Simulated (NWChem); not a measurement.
# doublet [S2F2]+ at 3 levels

Wanted: a comparison of 3 runs (UHF/3-21G, UM06-2X/6-311+G**, UB3LYP/6-31G*) of doublet [S2F2]+. 

The calculation is run with NWChem 7.3.0.

29 further runs of the same task are left out: 29 set aside as unsound or not needed. Runs told in other sessions of the task aren't counted.

### 1 The system as given

The species is [S2F2]+ (4 atoms), meant as a doublet with charge +1. SMILES of the parent species: `FSSF`. Geometry: relaxed at PBE0-D4/def2-TZVP. That shape belongs to the parent species and isn't relaxed for this state.

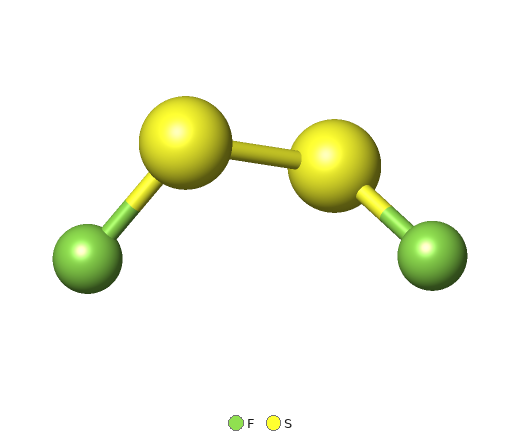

Viewed from a chosen angle; fluorine green, sulfur yellow.

### 2 A single-point energy at UHF/3-21G (run 1)

run.py reads:

```python
from ase import Atoms
from ase.calculators.nwchem import NWChem

mol = Atoms(['F', 'S', 'S', 'F'], positions=[
    [-1.783750, -0.199930, -0.621590],
    [-0.467670, 0.764150, -0.632370],
    [1.044990, -0.276390, -0.184720],
    [1.206410, -0.287820, 1.438680],
])

calc = NWChem(
    label='m1',
    theory='scf',
    memory='2200 mb',
    basis='3-21G',
    basispar='spherical bse',
    charge=1,
    scf={'nopen': '1', 'uhf': None, 'thresh': '1e-08', 'maxiter': '80'},
    task='energy',
)
mol.calc = calc

print("Total energy (eV):", round(mol.get_potential_energy(), 6))
```

Started as:

```bash
export ASE_NWCHEM_COMMAND="nwchem PREFIX.nwi > PREFIX.nwo"
python run.py
```

Output:

```text
Total energy (eV): -26895.445386
```

The calculator wrote m1.nwi:

```
title "m1"

permanent_dir m1

scratch_dir m1

start m1

geometry units angstrom nocenter noautosym noautoz
  F  -1.7837499999999999e+00 -1.9993000000000000e-01 -6.2158999999999998e-01
  S  -4.6766999999999997e-01 7.6415000000000000e-01 -6.3236999999999999e-01
  S  1.0449900000000001e+00 -2.7639000000000002e-01 -1.8472000000000000e-01
  F  1.2064100000000000e+00 -2.8782000000000002e-01 1.4386800000000000e+00
end

charge 1

memory 2200 mb

basis spherical bse noprint
   * library 3-21G
end

scf
  nopen 1
  uhf
  thresh 1e-08
  maxiter 80
end

task scf energy
```

m1.nwo (excerpt; [...] marks lines left out):

```text
[...]
      One electron energy =  -1814.782570922396
[... 1 line left out ...]
 Nuclear repulsion energy =    230.128335782588
[... 47 lines left out ...]
          Final beta eigenvalues
[... 221 lines left out ...]
                     UHF Final Beta Molecular Orbital Analysis
[...]
```

It took 6.6 s on 1 thread of Intel Xeon 6975P-C (Granite Rapids), shared host; peak memory 0.1 GiB.

### 3 A single-point energy at UM06-2X/6-311+G(d,p) (run 2)

job.nw reads:

```
start job
memory total 2200 mb
charge 1

geometry noautosym nocenter noautoz
  F     -1.783750    -0.199930    -0.621590
  S     -0.467670     0.764150    -0.632370
  S      1.044990    -0.276390    -0.184720
  F      1.206410    -0.287820     1.438680
end

basis "ao basis" spherical bse
  F library 6-311+G**
  S library 6-311+G**
end

dft
  xc m06-2x
  mult 2
  grid fine
  convergence energy 1e-08
  iterations 100
  mulliken
  print low
end

task dft energy
```

Started as:

```bash
nwchem job.nw > job.out
```

Output:

```text
[...]
 d= 0,ls=0.0,diis     1   -995.4031651881 -1.23D+03  6.43D-03  7.39D-01     2.3
[...]
 d= 0,ls=0.0,diis    13   -995.5726961302 -3.37D-09  2.15D-07  1.37D-10    24.8
[...]
         Total DFT energy =     -995.572696130209
      One electron energy =    -1821.626697150661
           Coulomb energy =      667.801878104577
    Exchange-Corr. energy =      -71.876212866713
 Nuclear repulsion energy =      230.128335782588
[...]
      Total Density - Mulliken Population Analysis
     ---------------------------------------------
    Atom       Charge   Shell Charges
 -----------   ------   -------------------------------------------------------
    1 F    9     9.05   1.08  0.92  1.15  1.10  2.31  0.92  1.73 -0.15 -0.02  0.01
    2 S   16    15.45   0.77  1.19  0.93  1.06  1.21  0.83  1.86  4.02  0.94  2.21  0.27  0.01 -0.02  0.16
    3 S   16    15.45   0.77  1.19  0.93  1.06  1.21  0.83  1.86  4.02  0.94  2.21  0.27  0.01 -0.02  0.16
    4 F    9     9.05   1.08  0.92  1.15  1.10  2.31  0.92  1.73 -0.15 -0.02  0.01
[...]
      <S2> =      0.7648 (Exact =     0.7500)
[...]
```

Run time: 26 s. Hardware: 1 thread of Intel Xeon 6975P-C (Granite Rapids), shared host; peak memory 0.12 GiB.

### 4 The energy at UB3LYP/6-31G(d) (spherical functions) (run 3)

f2s2.xyz reads:

```xyz
4
F2S2 energy
F     -1.783750    -0.199930    -0.621590
S     -0.467670     0.764150    -0.632370
S      1.044990    -0.276390    -0.184720
F      1.206410    -0.287820     1.438680
```

run.py reads:

```python
from ase.io import read
from ase.calculators.nwchem import NWChem

mol = read('f2s2.xyz')

calc = NWChem(
    label='f2s2',
    theory='dft',
    memory='2200 mb',
    basis='6-31G*',
    basispar='spherical bse',
    charge=1,
    dft={'xc': 'b3lyp', 'mult': '2', 'grid': 'xfine', 'convergence': 'energy 1e-08', 'iterations': '100', 'mulliken': None},
    task='energy',
)
mol.calc = calc

e = mol.get_potential_energy()
print(f"E = {e:.6f} eV")
```

Started as:

```bash
export ASE_NWCHEM_COMMAND="nwchem PREFIX.nwi > PREFIX.nwo"
python run.py
```

Output:

```text
E = -27091.673271 eV
```

The calculator wrote f2s2.nwi:

```
title "f2s2"

permanent_dir f2s2

scratch_dir f2s2

start f2s2

geometry units angstrom nocenter noautosym noautoz
  F  -1.7837499999999999e+00 -1.9993000000000000e-01 -6.2158999999999998e-01
  S  -4.6766999999999997e-01 7.6415000000000000e-01 -6.3236999999999999e-01
  S  1.0449900000000001e+00 -2.7639000000000002e-01 -1.8472000000000000e-01
  F  1.2064100000000000e+00 -2.8782000000000002e-01 1.4386800000000000e+00
end

charge 1

memory 2200 mb

basis spherical bse noprint
   * library 6-31G*
end

dft
  xc b3lyp
  mult 2
  grid xfine
  convergence energy 1e-08
  iterations 100
  mulliken
end

task dft energy
```

f2s2.nwo:

```text
Northwest Computational Chemistry Package (NWChem) 7.3.0
             --------------------------------------------------------

           Job information
           ---------------

    nwchem branch   = 7.3.0
    use scalapack   = T
    input           = f2s2.nwi
    prefix          = f2s2.
    data base       = f2s2/f2s2.db
    status          = startup
    nproc           =        1

           Memory information
           ------------------

    heap     =     72089598 doubles =      550.0 Mbytes
    stack    =     72089595 doubles =      550.0 Mbytes
    global   =    144179200 doubles =     1100.0 Mbytes (distinct from heap & stack)
    total    =    288358393 doubles =     2200.0 Mbytes
    verify   = yes
    hardfail = no

           Directory information
           ---------------------

  0 permanent = f2s2
  0 scratch   = f2s2

                                NWChem Input Module
                                -------------------

                                       f2s2
                                       ----

[... 23 lines left out ...]
            Nuclear Dipole moment (a.u.)
[... 53 lines left out ...]
  convergence criterion.
[... 16 lines left out ...]
          Convergence on density requested:  1.00D-05
[... 22 lines left out ...]
          Spatial weights used:  Erf1
[... 3 lines left out ...]
          Convergence aids based upon iterative change in
[... 96 lines left out ...]
         Total DFT energy =     -995.600637414998
[... 1 line left out ...]
           Coulomb energy =      668.351793946698
[... 1 line left out ...]
 Nuclear repulsion energy =      230.128335782588
[... 463 lines left out ...]
                     DFT Final Beta Molecular Orbital Analysis
[... 522 lines left out ...]
   alpha     51     52     53     54     55     56     57     58     59     60
    beta     51     52     53     54     56     55     57     58     59     60
 overlap   0.964  0.997  1.000  1.000  0.991  0.992  0.998  1.000  0.999  0.962

   alpha     61     62     63     64
    beta     61     62     63     64
 overlap   0.962  1.000  1.000  1.000

     --------------------------
     Expectation value of S2:
     --------------------------
      <S2> =      0.7624 (Exact =     0.7500)

 center of mass
 --------------
 x =   0.13883777 y =   0.11730925 z =  -0.19650923

 moments of inertia (a.u.)
 ------------------
         294.575060417948          74.801678718271        -207.484938564084
          74.801678718271         674.547866061634          66.654597187444
        -207.484938564084          66.654597187444         544.613788716795

     Multipole analysis of the density
     ---------------------------------

     L   x y z        total         alpha         beta         nuclear
     -   - - -        -----         -----         ----         -------
     0   0 0 0      1.000000    -25.000000    -24.000000     50.000000

     1   1 0 0      0.525757     -3.634465     -3.476275      7.636496
[... 8 lines of this table left out ...]
     2   0 0 2    -22.104611    -64.173261    -61.669987    103.738637

 Task  times  cpu:       20.4s     wall:       20.4s
 Total times  cpu:       20.4s     wall:       20.4s
```

Run time: 22 s. Hardware: 1 thread of Intel Xeon 6975P-C (Granite Rapids), shared host; peak memory 0.13 GiB.

### 5 All runs side by side

```csv
run,level,iteration cap,module,energy (Eh),HOMO energy (eV),LUMO energy (eV),⟨S²⟩,wall time
1,UHF/3-21G,80,scf,-988.389396,-18.72,-9.75,0.780,6.6 s
2,UM06-2X/6-311+G**,100,dft,-995.572696,–,–,0.765,26 s
3,UB3LYP/6-31G* (spherical functions),100,dft,-995.600637,-15.14,-13.36,0.762,22 s
```

### 6 Results

| quantity | value |
| --- | --- |
| run 3: total energy | -995.60064 Eh |
| run 3: HOMO energy (highest over α and β) | -15.14 eV |
| run 3: LUMO energy (lowest over α and β) | -13.36 eV |
| run 3: ⟨S²⟩ | 0.762 |

What this shows: Totals of different functionals can't be ranked against each other. All runs together took 54 s, the longest 26 s.
